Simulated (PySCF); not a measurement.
**C$_{2}$H$_{8}$BrPSi$_{2}$: one change and its effect**

System: C$_{2}$H$_{8}$BrPSi$_{2}$.
Method of run A: TDDFT PBE0/def2-SVP, vertical, gas phase, core orbitals frozen in the response (PySCF 2.14.0).

The geometry comes from this level: PBE0-D3(BJ)/def2-SVP. Text and figures count atoms from 1; the logs count them from 0 in places.

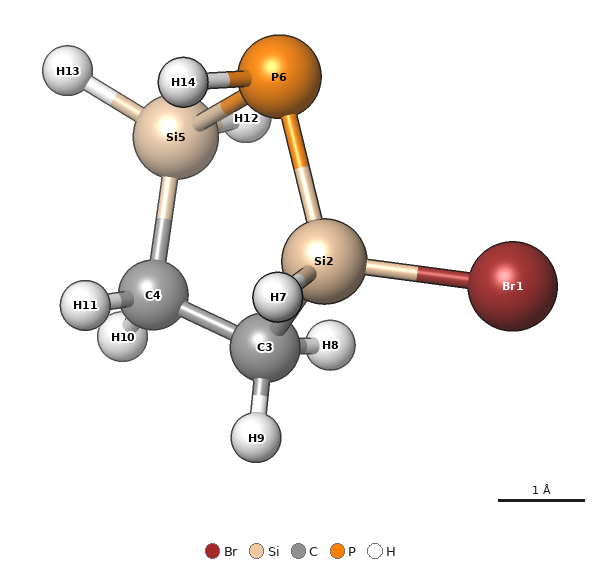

**Figure 1.** The structure as given in the input (ball-and-stick view, seen at a tilt; atoms are numbered from 1 in the order of the input). Bond lengths as drawn: Br–Si 2.23 Å, C–C 1.53 Å, C–H 1.10 Å, C–Si 1.89 to 1.90 Å, H–P 1.43 Å, H–Si 1.49 to 1.50 Å and P–Si 2.27 to 2.28 Å.

**The input, run A**
```
{"job": {"kind": "uv", "xc": "PBE0", "basis": "def2-SVP"}, "charge": 0, "multiplicity": 1}
Br     3.912471    -2.657543    -0.568738
Si     2.141005    -1.688042     0.384298
C      0.562115    -2.427449    -0.352570
C     -0.596064    -1.429997    -0.232159
Si    -0.018050     0.253345    -0.890347
P      2.083425     0.539717    -0.056858
H      2.260589    -1.917189     1.853814
H      0.783212    -2.639884    -1.413470
H      0.340086    -3.399546     0.118561
H     -1.494066    -1.780300    -0.768653
H     -0.893321    -1.298087     0.823194
H      0.084710     0.209546    -2.381195
H     -0.903785     1.387628    -0.490430
H      1.593911     0.829312     1.257378
```

The first line tells a small driver script what to run in PySCF; the rest is the geometry in Å.

Hardware: 1 CPU thread, shared host.

**Output (run A)**
```
coarse grid: 56704 points
cycle   1  E = -3574.1428642359  dE = -7.223e-01  |g| = 3.416e-01  |ddm| = 3.698e+00
cycle   2  E = -3574.1350215752  dE =  7.843e-03  |g| = 3.797e-01  |ddm| = 8.930e-01
cycle   3  E = -3574.1765138882  dE = -4.149e-02  |g| = 4.211e-02  |ddm| = 4.795e-01
cycle   4  E = -3574.1769133856  dE = -3.995e-04  |g| = 1.535e-02  |ddm| = 7.662e-02
cycle   5  E = -3574.1769919854  dE = -7.860e-05  |g| = 5.129e-03  |ddm| = 3.331e-02
cycle   6  E = -3574.1769992552  dE = -7.270e-06  |g| = 1.047e-03  |ddm| = 7.851e-03
final grid: 114248 points
cycle   7  E = -3574.1769653696  dE =  2.086e-07  |g| = 1.364e-03  |ddm| = 4.085e-03
cycle   8  E = -3574.1769648456  dE =  5.240e-07  |g| = 1.871e-03  |ddm| = 4.521e-03
cycle   9  E = -3574.1769659879  dE = -1.142e-06  |g| = 9.498e-05  |ddm| = 2.615e-03
cycle  10  E = -3574.1769659908  dE = -2.872e-09  |g| = 1.096e-05  |ddm| = 1.503e-04
cycle  11  E = -3574.1769659909  dE = -4.547e-11  |g| = 3.552e-06  |ddm| = 1.836e-05
converged SCF energy = -3574.1769659909

Static polarisability (au): isotropic 106.594, principal 89.515 99.796 130.471

Singlet excitations
state   eV       nm        f      main configurations
  1   5.9477    208.5   0.00241   H->L 0.95
  2   6.3336    195.8   0.00076   H->L+1 0.84, H-1->L 0.09
  3   6.5751    188.6   0.03295   H-1->L 0.75, H->L+2 0.09, H->L+1 0.09
  4   6.6410    186.7   0.00447   H-1->L+1 0.89
  5   6.7083    184.8   0.01243   H-2->L 0.48, H-2->L+1 0.45
  6   6.9156    179.3   0.00532   H-2->L+1 0.48, H-2->L 0.45
  7   7.1793    172.7   0.03192   H->L+2 0.54, H->L+3 0.27
  8   7.2737    170.5   0.06176   H->L+3 0.61, H->L+2 0.18
  9   7.5577    164.1   0.00418   H-3->L 0.43, H->L+4 0.28, H-1->L+2 0.13
 10   7.6021    163.1   0.02781   H-3->L 0.39, H-1->L+2 0.23, H->L+4 0.15

Triplet excitations (Tamm-Dancoff, eV): 5.4311 5.8974 5.9269 6.1600
```

For run B the input was changed thus:
```diff
-"basis": "def2-SVP"
+"basis": "6-31G*"
```

How does run B compare with run A?

The total energy of run B is 182.0 kcal/mol lower, which measures the change of basis and not a stability. The dipole moment goes from 2.92 to 3.32 D. The lowest excitation goes from 5.95 to 6.00 eV. The strongest computed line goes from 7.27 to 7.17 eV. The number of SCF iterations is the same. The basis functions go from 154 to 130.

**Output (run B)**
```
coarse grid: 56704 points
cycle   1  E = -3574.4276660723  dE = -6.568e-01  |g| = 3.631e-01  |ddm| = 3.413e+00
cycle   2  E = -3574.4194327911  dE =  8.233e-03  |g| = 4.027e-01  |ddm| = 9.396e-01
cycle   3  E = -3574.4665698823  dE = -4.714e-02  |g| = 4.271e-02  |ddm| = 5.029e-01
cycle   4  E = -3574.4669759174  dE = -4.060e-04  |g| = 1.549e-02  |ddm| = 7.847e-02
cycle   5  E = -3574.4670582699  dE = -8.235e-05  |g| = 5.563e-03  |ddm| = 3.363e-02
cycle   6  E = -3574.4670663901  dE = -8.120e-06  |g| = 9.205e-04  |ddm| = 8.158e-03
final grid: 114248 points
cycle   7  E = -3574.4670661325  dE =  9.789e-08  |g| = 1.128e-03  |ddm| = 3.434e-03
cycle   8  E = -3574.4670658462  dE =  2.863e-07  |g| = 1.465e-03  |ddm| = 3.894e-03
cycle   9  E = -3574.4670665739  dE = -7.277e-07  |g| = 8.989e-05  |ddm| = 2.199e-03
cycle  10  E = -3574.4670665763  dE = -2.407e-09  |g| = 9.315e-06  |ddm| = 1.336e-04
cycle  11  E = -3574.4670665764  dE = -2.547e-11  |g| = 3.730e-06  |ddm| = 1.736e-05
converged SCF energy = -3574.4670665764

Static polarisability (au): isotropic 105.219, principal 86.086 99.872 129.699

Singlet excitations
state   eV       nm        f      main configurations
  1   5.9990    206.7   0.00618   H->L 0.93
  2   6.2958    196.9   0.00252   H->L+1 0.73, H-1->L 0.18
  3   6.4929    191.0   0.02866   H-1->L 0.65, H->L+1 0.12
  4   6.5998    187.9   0.01601   H-2->L 0.81, H-2->L+1 0.08
  5   6.7039    184.9   0.00486   H-1->L+1 0.57, H->L+2 0.34
  6   7.0398    176.1   0.06729   H->L+3 0.50, H->L+2 0.23, H-1->L+1 0.19
  7   7.0851    175.0   0.00974   H-2->L+1 0.78, H-2->L 0.11
  8   7.1661    173.0   0.15322   H->L+3 0.39, H->L+2 0.19, H-1->L+1 0.15
  9   7.4047    167.4   0.01497   H-1->L+2 0.64, H->L+4 0.21
 10   7.4983    165.3   0.01368   H-3->L 0.52, H-2->L+2 0.30

Triplet excitations (Tamm-Dancoff, eV): 5.4441 5.7594 5.8571 6.0774
```

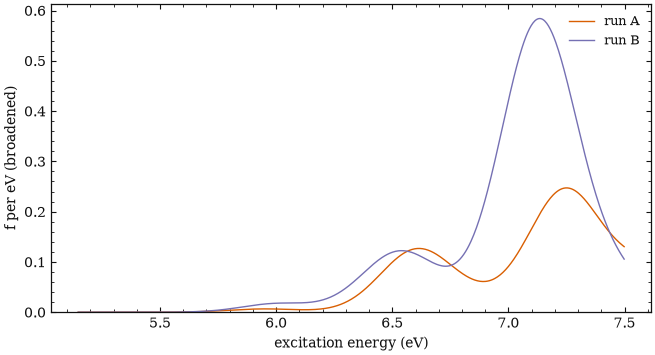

**Figure 2.** Absorption of the two runs from their computed states, each broadened by a Gaussian of 0.35 eV full width; the range ends where the shorter list of states ends.

**The two runs side by side**

| quantity | run A | run B |
| --- | --- | --- |
| outcome | converged | converged |
| total energy (hartree) | −3574.176966 | −3574.467067 |
| HOMO (eV) | −7.52 | −7.47 |
| LUMO (eV) | −0.21 | −0.23 |
| dipole moment (D) | 2.92 | 3.32 |
| lowest excitation (eV) | 5.95 | 6.00 |
| SCF iterations | 11 | 11 |
| strongest computed line (eV) | 7.27 | 7.17 |
| basis functions | 154 | 130 |
| wall time (shared host) | 26 s | 20 s |

For both runs: Spin–orbit coupling is left out, which matters for the heavy atoms.
